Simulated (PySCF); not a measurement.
# C5H4OSi: electronic excitations and core binding energies

What electronic excitations and core binding energies should C5H4OSi (`O=CC#CC#C[SiH3]`) show?

The runs use PySCF 2.14.0, with density-fitted response routines of our own; the level of theory stands in each step. All values are computed, except where a source is named. Atoms count from 0, in the outputs and in this text.

## 1. The starting structure

11 atoms, charge 0, multiplicity 1; geometry from: GFN2-xTB.

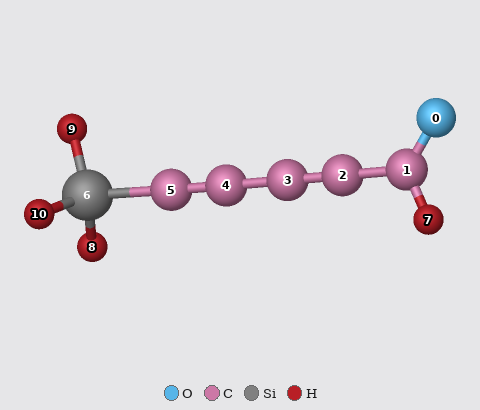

The starting geometry (oxygen blue, carbon pink, silicon grey, hydrogen red), atoms numbered.

## 2. TDDFT and polarisability: CAM-B3LYP/def2-SVPD

Job settings and geometry (Å):

```
{"job": {"kind": "uv", "xc": "CAM-B3LYP", "basis": "def2-SVPD", "nstates": 8, "ntriplets": 3}, "charge": 0, "multiplicity": 1}
O     -4.198694     1.809395    -0.253008
C     -3.643687     0.770112    -0.502499
C     -2.277693     0.475745    -0.256820
C     -1.107375     0.224099    -0.045082
C      0.193836    -0.056387     0.188900
C      1.365177    -0.298690     0.404794
Si     3.150220    -0.646642     0.739895
H     -4.180538    -0.083564    -0.968035
H      3.217423    -1.958210     1.385664
H      3.651990     0.410133     1.618804
H      3.834765    -0.643321    -0.553646
```

Method: TDDFT CAM-B3LYP/def2-SVPD, vertical, gas phase, core orbitals frozen in the response.

Run with:

```bash
OMP_NUM_THREADS=1 python probes_run.py task.json out
```

One launch serves the whole session: the jobs run in the order shown.

Standard output:

```text
coarse grid: 10624 points
cycle   1  E = -556.8591513981  dE =  1.150e+00  |g| = 7.990e-01  |ddm| = 2.326e+01
cycle   2  E = -556.5916470424  dE =  2.675e-01  |g| = 1.452e+00  |ddm| = 5.077e+00
cycle   3  E = -557.0004320374  dE = -4.088e-01  |g| = 7.633e-02  |ddm| = 3.496e+00
cycle   4  E = -557.0017737315  dE = -1.342e-03  |g| = 4.747e-02  |ddm| = 5.416e-01
cycle   5  E = -557.0022878223  dE = -5.141e-04  |g| = 1.911e-02  |ddm| = 2.595e-01
cycle   6  E = -557.0023743078  dE = -8.649e-05  |g| = 6.091e-03  |ddm| = 6.884e-02
cycle   7  E = -557.0023866651  dE = -1.236e-05  |g| = 1.692e-03  |ddm| = 4.094e-02
cycle   8  E = -557.0023876464  dE = -9.813e-07  |g| = 9.457e-04  |ddm| = 1.263e-02
final grid: 100664 points
cycle   9  E = -557.1011793109  dE = -1.592e-05  |g| = 2.184e-03  |ddm| = 1.959e-01
cycle  10  E = -557.1011777609  dE =  1.550e-06  |g| = 3.471e-03  |ddm| = 3.035e-02
cycle  11  E = -557.1011804968  dE = -2.736e-06  |g| = 2.696e-04  |ddm| = 1.186e-02
cycle  12  E = -557.1011805135  dE = -1.677e-08  |g| = 1.459e-04  |ddm| = 2.543e-03
cycle  13  E = -557.1011805190  dE = -5.501e-09  |g| = 7.672e-05  |ddm| = 4.919e-04
cycle  14  E = -557.1011805209  dE = -1.865e-09  |g| = 1.629e-05  |ddm| = 3.511e-04
cycle  15  E = -557.1011805213  dE = -3.529e-10  |g| = 9.370e-06  |ddm| = 1.025e-04
converged SCF energy = -557.1011805213

Static polarisability (au): isotropic 103.776, principal 57.530 64.816 188.982

Singlet excitations
state   eV       nm        f      main configurations
  1   3.6133    343.1   0.00001   H->L 0.92
  2   3.6965    335.4   0.00019   H-2->L 0.84, H-2->L+3 0.10
  3   4.2670    290.6   0.08824   H-1->L 0.65, H->L+1 0.31
  4   4.7382    261.7   0.00005   H-1->L+1 0.96
  5   6.1276    202.3   0.00033   H-4->L 0.39, H->L+3 0.31, H-6->L 0.24
  6   6.3423    195.5   0.82793   H-2->L+1 0.33, H->L+1 0.26, H-1->L 0.14
  7   6.4840    191.2   0.49023   H-2->L+1 0.60, H->L+1 0.13, H-1->L 0.08
  8   6.9758    177.7   0.58267   H-3->L 0.47, H->L+1 0.12, H-4->L+1 0.09

Triplet excitations (Tamm-Dancoff, eV): 3.0871 3.1202 3.3703
```

Wall time 31 s (1 thread of Arm Neoverse V1, shared host); peak memory 0.75 GiB.

The orbitals next to the gap, with their largest atomic shares:

```tsv
orbital	eV	atoms
HOMO−3	-11.74	Si6 18 %, C3 17 %, H10 14 %
HOMO−2	-9.74	O0 68 %, C1 16 %, H7 9 %
HOMO−1	-9.26	C5 24 %, C2 22 %, C4 20 %
HOMO	-9.19	C5 26 %, C2 22 %, C4 21 %
LUMO	-1.78	O0 19 %, C1 19 %, C3 16 %
LUMO+1	-0.53	C5 22 %, C2 19 %, C4 19 %
LUMO+2	0.84	Si6 45 %, C5 14 %, C4 11 %
```

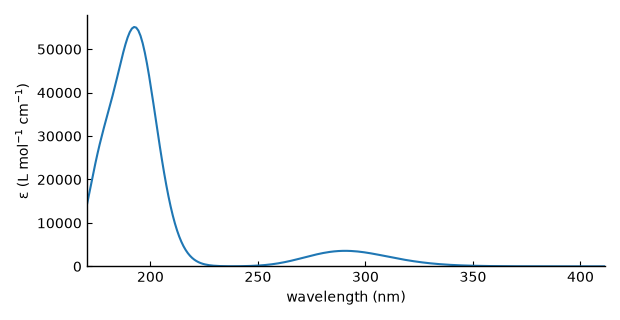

Absorption spectrum: each of the 8 states is a Gaussian band of 0.4 eV half-width at 1/e. Beyond the last state computed it falls off for lack of states.

Ground-state properties from the same run:

```tsv
property	computed
dipole moment (D)	3.83
polarisability (Å³)	15.38
HOMO–LUMO gap (eV)	7.41
−ε(HOMO) (eV)	9.19
```

## 3. Core holes by ΔSCF: SCAN, X2C

Settings changed since step 2:

```diff
@@ -1,2 +1,2 @@
-{"job": {"kind": "uv", "xc": "CAM-B3LYP", "basis": "def2-SVPD", "nstates": 8, "ntriplets": 3}, "charge": 0, "multiplicity": 1}
+{"job": {"kind": "xps"}, "charge": 0, "multiplicity": 1}
 O     -4.198694     1.809395    -0.253008
```

With the program's defaults for keys left out, this is: delta-SCF UKS SCAN, pcX-2 on the ionised atom, pcseg-1 elsewhere, spin-free X2C.

Standard output:

```text
ground state, core basis on atom 0 (O), 153 functions
  cycle   1  E = -557.89039561  |g| = 8.53e-01
  cycle   2  E = -556.53056605  |g| = 2.50e+00
  cycle   3  E = -557.95772475  |g| = 4.63e-01
  cycle   4  E = -557.98792840  |g| = 3.81e-01
  cycle   5  E = -558.02156414  |g| = 2.11e-01
  cycle   6  E = -558.03369643  |g| = 4.91e-02
  cycle   7  E = -558.03401240  |g| = 3.94e-02
  cycle   8  E = -558.03442512  |g| = 6.59e-03
  cycle   9  E = -558.03443348  |g| = 2.00e-03
  cycle  10  E = -558.03443584  |g| = 7.81e-04
  cycle  11  E = -558.03443478  |g| = 4.02e-04
  E(ground) = -558.07533308 Eh
hole in O 1s of atom 0
  cycle   1  E = -537.41602140  |g| = 2.22e+00
  cycle   2  E = -535.56024142  |g| = 2.64e+00
  cycle   3  E = -536.94747696  |g| = 1.33e+00
  cycle   4  E = -537.34457913  |g| = 1.16e+00
  cycle   5  E = -538.22510543  |g| = 2.81e-01
  cycle   6  E = -538.16266760  |g| = 4.46e-01
  cycle   7  E = -538.27437618  |g| = 7.36e-02
  cycle   8  E = -538.27683194  |g| = 2.98e-02
  cycle   9  E = -538.27731474  |g| = 7.53e-03
  cycle  10  E = -538.27737585  |g| = 4.06e-03
  cycle  11  E = -538.27739861  |g| = 2.61e-03
  cycle  12  E = -538.27742259  |g| = 2.23e-03
  cycle  13  E = -538.27746330  |g| = 1.46e-03
  cycle  14  E = -538.27747647  |g| = 8.24e-04
  cycle  15  E = -538.27747666  |g| = 3.45e-04
  E(ion) = -538.31945187 Eh   <S^2> = 0.7952   hole on atom = 1.000   binding energy = 537.585 eV
ground state, core basis on atom 1 (C), 153 functions
  cycle   1  E = -558.01025452  |g| = 8.57e-02
  cycle   2  E = -558.00464818  |g| = 1.78e-01
  cycle   3  E = -558.01087247  |g| = 3.17e-02
  cycle   4  E = -558.01099314  |g| = 1.83e-02
  cycle   5  E = -558.01108554  |g| = 3.92e-03
  cycle   6  E = -558.01109158  |g| = 1.57e-03
  cycle   7  E = -558.01109096  |g| = 5.86e-04
  cycle   8  E = -558.01109033  |g| = 8.92e-05
  E(ground) = -558.05397161 Eh
hole in C 1s of atom 1
  cycle   1  E = -546.64751642  |g| = 1.50e+00
  cycle   2  E = -543.74684486  |g| = 2.47e+00
  cycle   3  E = -543.58061564  |g| = 1.95e+00
  cycle   4  E = -546.77357651  |g| = 8.54e-01
  cycle   5  E = -547.08939431  |g| = 4.95e-01
  cycle   6  E = -547.13455225  |g| = 3.70e-01
  cycle   7  E = -547.21347595  |g| = 9.84e-02
  cycle   8  E = -547.21581732  |g| = 7.37e-02
  cycle   9  E = -547.21853837  |g| = 2.14e-02
  cycle  10  E = -547.21889272  |g| = 8.61e-03
  cycle  11  E = -547.21896594  |g| = 3.98e-03
  cycle  12  E = -547.21900694  |g| = 5.20e-03
  cycle  13  E = -547.21906718  |g| = 2.84e-03
  cycle  14  E = -547.21910175  |g| = 2.57e-03
  cycle  15  E = -547.21911937  |g| = 1.92e-03
  cycle  16  E = -547.21913014  |g| = 9.78e-04
  cycle  17  E = -547.21913131  |g| = 1.37e-03
  cycle  18  E = -547.21913729  |g| = 9.34e-04
  cycle  19  E = -547.21913917  |g| = 6.63e-04
  cycle  20  E = -547.21914161  |g| = 3.70e-04
  E(ion) = -547.26103266 Eh   <S^2> = 0.8378   hole on atom = 1.000   binding energy = 293.691 eV
ground state, core basis on atom 2 (C), 153 functions
  cycle   1  E = -558.01091267  |g| = 6.19e-02
  cycle   2  E = -558.01023519  |g| = 5.86e-02
  cycle   3  E = -558.01000336  |g| = 6.35e-02
  cycle   4  E = -558.01103125  |g| = 1.35e-02
  cycle   5  E = -558.01107680  |g| = 6.96e-03
  cycle   6  E = -558.01109075  |g| = 7.03e-04
  cycle   7  E = -558.01109020  |g| = 3.08e-04
  E(ground) = -558.05498743 Eh
hole in C 1s of atom 2
  cycle   1  E = -546.72382919  |g| = 1.52e+00
  cycle   2  E = -543.69375567  |g| = 2.70e+00
  cycle   3  E = -546.83681830  |g| = 9.06e-01
  cycle   4  E = -546.98239415  |g| = 7.95e-01
  cycle   5  E = -547.28889307  |g| = 2.48e-01
  cycle   6  E = -547.31749191  |g| = 9.91e-02
  cycle   7  E = -547.32188677  |g| = 6.89e-02
  cycle   8  E = -547.32428161  |g| = 2.32e-02
  cycle   9  E = -547.32474030  |g| = 1.28e-02
  cycle  10  E = -547.32494747  |g| = 8.56e-03
  cycle  11  E = -547.32523197  |g| = 6.37e-03
  cycle  12  E = -547.32539137  |g| = 2.92e-03
  cycle  13  E = -547.32542527  |g| = 1.81e-03
  cycle  14  E = -547.32543638  |g| = 9.24e-04
  cycle  15  E = -547.32544268  |g| = 4.00e-04
  E(ion) = -547.36773575 Eh   <S^2> = 0.8962   hole on atom = 1.000   binding energy = 290.815 eV
ground state, core basis on atom 3 (C), 153 functions
  cycle   1  E = -558.01219334  |g| = 6.12e-02
  cycle   2  E = -558.01100687  |g| = 6.79e-02
  cycle   3  E = -558.01077603  |g| = 7.01e-02
  cycle   4  E = -558.01230563  |g| = 1.36e-02
  cycle   5  E = -558.01235764  |g| = 4.03e-03
  cycle   6  E = -558.01236336  |g| = 6.40e-04
  cycle   7  E = -558.01236303  |g| = 3.73e-04
  E(ground) = -558.05585073 Eh
hole in C 1s of atom 3
  cycle   1  E = -546.70682872  |g| = 1.52e+00
  cycle   2  E = -542.94453495  |g| = 2.82e+00
  cycle   3  E = -546.52947877  |g| = 1.17e+00
  cycle   4  E = -546.88409327  |g| = 8.55e-01
  cycle   5  E = -547.10313633  |g| = 5.27e-01
  cycle   6  E = -547.25972922  |g| = 2.34e-01
  cycle   7  E = -547.28831530  |g| = 8.45e-02
  cycle   8  E = -547.29134966  |g| = 4.94e-02
  cycle   9  E = -547.29277154  |g| = 1.41e-02
  cycle  10  E = -547.29326790  |g| = 1.10e-02
  cycle  11  E = -547.29377316  |g| = 9.21e-03
  cycle  12  E = -547.29434083  |g| = 7.30e-03
  cycle  13  E = -547.29459627  |g| = 4.43e-03
  cycle  14  E = -547.29471621  |g| = 2.75e-03
  cycle  15  E = -547.29473430  |g| = 1.84e-03
  cycle  16  E = -547.29473788  |g| = 1.99e-03
  cycle  17  E = -547.29474430  |g| = 1.03e-03
  cycle  18  E = -547.29474477  |g| = 4.95e-04
  E(ion) = -547.33587854 Eh   <S^2> = 0.9958   hole on atom = 1.000   binding energy = 291.705 eV
ground state, core basis on atom 4 (C), 153 functions
  cycle   1  E = -558.01132207  |g| = 6.08e-02
  cycle   2  E = -558.01011464  |g| = 6.79e-02
  cycle   3  E = -558.00993065  |g| = 6.94e-02
  cycle   4  E = -558.01143112  |g| = 1.40e-02
  cycle   5  E = -558.01148720  |g| = 4.51e-03
  cycle   6  E = -558.01149304  |g| = 8.32e-04
  cycle   7  E = -558.01149192  |g| = 2.38e-04
  E(ground) = -558.05527071 Eh
hole in C 1s of atom 4
  cycle   1  E = -546.71903850  |g| = 1.52e+00
  cycle   2  E = -542.61469952  |g| = 2.79e+00
  cycle   3  E = -545.82162656  |g| = 1.46e+00
  cycle   4  E = -547.24198151  |g| = 3.52e-01
  cycle   5  E = -547.20677097  |g| = 4.42e-01
  cycle   6  E = -547.28531794  |g| = 1.84e-01
  cycle   7  E = -547.30475230  |g| = 3.30e-02
  cycle   8  E = -547.30511018  |g| = 3.63e-02
  cycle   9  E = -547.30596335  |g| = 1.27e-02
  cycle  10  E = -547.30628891  |g| = 9.52e-03
  cycle  11  E = -547.30670339  |g| = 7.34e-03
  cycle  12  E = -547.30698668  |g| = 5.57e-03
  cycle  13  E = -547.30708167  |g| = 3.84e-03
  cycle  14  E = -547.30715645  |g| = 2.59e-03
  cycle  15  E = -547.30717425  |g| = 1.28e-03
  cycle  16  E = -547.30718129  |g| = 7.94e-04
  cycle  17  E = -547.30718385  |g| = 5.18e-04
  cycle  18  E = -547.30718623  |g| = 3.28e-04
  E(ion) = -547.34891005 Eh   <S^2> = 0.9437   hole on atom = 1.000   binding energy = 291.335 eV
ground state, core basis on atom 5 (C), 153 functions
  cycle   1  E = -558.00924965  |g| = 6.32e-02
  cycle   2  E = -558.00762667  |g| = 8.21e-02
  cycle   3  E = -558.00828139  |g| = 6.25e-02
  cycle   4  E = -558.00936258  |g| = 1.81e-02
  cycle   5  E = -558.00946009  |g| = 5.85e-03
  cycle   6  E = -558.00947056  |g| = 1.07e-03
  cycle   7  E = -558.00946910  |g| = 4.87e-04
  E(ground) = -558.05315507 Eh
hole in C 1s of atom 5
  cycle   1  E = -546.73289886  |g| = 1.52e+00
  cycle   2  E = -542.60246939  |g| = 2.74e+00
  cycle   3  E = -545.59062648  |g| = 1.60e+00
  cycle   4  E = -547.26577964  |g| = 3.74e-01
  cycle   5  E = -547.11691388  |g| = 6.65e-01
  cycle   6  E = -547.32683733  |g| = 1.52e-01
  cycle   7  E = -547.33832252  |g| = 4.33e-02
  cycle   8  E = -547.33952827  |g| = 1.92e-02
  cycle   9  E = -547.33986296  |g| = 1.28e-02
  cycle  10  E = -547.34017544  |g| = 9.60e-03
  cycle  11  E = -547.34042132  |g| = 8.05e-03
  cycle  12  E = -547.34059037  |g| = 4.25e-03
  cycle  13  E = -547.34066245  |g| = 2.60e-03
  cycle  14  E = -547.34069318  |g| = 2.21e-03
  cycle  15  E = -547.34070448  |g| = 1.22e-03
  cycle  16  E = -547.34071052  |g| = 8.83e-04
  cycle  17  E = -547.34071174  |g| = 5.89e-04
  cycle  18  E = -547.34071316  |g| = 2.58e-04
  E(ion) = -547.38255682 Eh   <S^2> = 0.9350   hole on atom = 1.000   binding energy = 290.362 eV
ground state, core basis on atom 6 (Si), 164 functions
  cycle   1  E = -558.09826157  |g| = 2.88e-01
  cycle   2  E = -558.09601918  |g| = 9.60e-02
  cycle   3  E = -558.07744062  |g| = 2.61e-01
  cycle   4  E = -558.09852303  |g| = 2.19e-02
  cycle   5  E = -558.09856498  |g| = 1.57e-02
  cycle   6  E = -558.09863192  |g| = 2.03e-03
  cycle   7  E = -558.09863310  |g| = 1.10e-03
  cycle   8  E = -558.09863210  |g| = 6.49e-04
  cycle   9  E = -558.09863190  |g| = 2.31e-04
  E(ground) = -558.10024024 Eh
hole in Si 1s of atom 6
  cycle   1  E = -489.14326030  |g| = 4.35e+00
  cycle   2  E = -484.33000077  |g| = 3.27e+00
  cycle   3  E = -452.63734780  |g| = 5.34e+00
  cycle   4  E = -489.26653596  |g| = 1.31e+00
  cycle   5  E = -489.53316963  |g| = 1.22e+00
  cycle   6  E = -490.12078421  |g| = 4.07e-01
  cycle   7  E = -490.17705551  |g| = 2.14e-01
  cycle   8  E = -490.19904439  |g| = 8.59e-02
  cycle   9  E = -490.20326996  |g| = 1.73e-02
  cycle  10  E = -490.20337005  |g| = 1.37e-02
  cycle  11  E = -490.20345386  |g| = 5.97e-03
  cycle  12  E = -490.20346995  |g| = 1.45e-03
  cycle  13  E = -490.20347167  |g| = 4.32e-04
  E(ion) = -490.21326109 Eh   <S^2> = 0.7523   hole on atom = 1.000   binding energy = 1847.299 eV
hole in Si 2p of atom 6
  cycle   1  E = -553.80056323  |g| = 1.23e+00
  cycle   2  E = -549.77507418  |g| = 2.31e+00
  cycle   3  E = -551.91884731  |g| = 1.67e+00
  cycle   4  E = -554.01044819  |g| = 4.57e-01
  cycle   5  E = -553.98066630  |g| = 5.18e-01
  cycle   6  E = -554.10977156  |g| = 1.89e-01
  cycle   7  E = -554.12802124  |g| = 2.90e-02
  cycle   8  E = -554.12753655  |g| = 4.23e-02
  cycle   9  E = -554.12844678  |g| = 7.63e-03
  cycle  10  E = -554.12847167  |g| = 3.35e-03
  cycle  11  E = -554.12847930  |g| = 7.74e-04
  cycle  12  E = -554.12848015  |g| = 4.61e-04
  E(ion) = -554.14083928 Eh   <S^2> = 0.7520   hole on atom = 1.002   binding energy = 107.741 eV
  2p3/2 = 107.510 eV   2p1/2 = 108.133 eV
```

It took 1.7 min on 1 thread of Arm Neoverse V1, shared host; peak memory 0.67 GiB.

The holes in one table. −ε is the ground-state orbital energy:

```tsv
hole	stands for	environment	ΔSCF (eV; 2p as the shell's mean)	−ε (eV)	⟨S²⟩
O1s on O0	O0	aldehyde oxygen	537.58	517.0	0.795
C1s on C1	C1	aldehyde carbonyl carbon	293.69	276.9	0.838
C1s on C2	C2	alkyne carbon	290.81 (doubtful)	274.8	0.896
C1s on C3	C3	alkyne carbon	291.71 (doubtful)	275.3	0.996
C1s on C4	C4	alkyne carbon	291.33 (doubtful)	274.9	0.944
C1s on C5	C5	alkyne carbon	290.36 (doubtful)	274.5	0.935
Si1s on Si6	Si6	silicon bonded to C, 3 H	1847.30	1794.2	0.752
Si2p on Si6	Si6	silicon bonded to C, 3 H	107.72	97.0	0.752
```

Doubtful: the ion did not converge, its hole moved, or its ⟨S²⟩ is well above 0.75.

With the spin-orbit splitting: Si6 2p3/2 107.51, 2p1/2 108.13 eV. The table gives each 2p level as the mean over the whole 2p shell (two parts 2p3/2, one part 2p1/2), which differs a little from the single hole in the log.

## 4. Outcome

| quantity | value |
| --- | --- |
| lowest singlet (CAM-B3LYP/def2-SVPD) | 3.61 eV (343 nm), f = 0.000 |
| brightest single state of those computed | state 6, 6.34 eV, f = 0.828 |
| lowest triplet | 3.09 eV |
| O1s binding energies, SCAN/pcX-2 | O0 537.58 eV |
| C1s binding energies, SCAN/pcX-2 (standing for 1 of 5 atoms) | C1 293.69 eV |
| Si1s binding energies, SCAN/pcX-2 | Si6 1847.30 eV |
| Si2p binding energies, SCAN/pcX-2 | Si6 107.72 eV |

What this shows: The lowest singlet, at 3.61 eV, is HOMO→LUMO 0.92 and is dark; of the 8 states computed, the strongest absorption comes from state 6 at 6.34 eV (the last state computed is bright too, and its partners may lie past the list). The lowest triplet lies 0.53 eV below the lowest singlet (triplets in Tamm-Dancoff, singlets in full TDDFT).
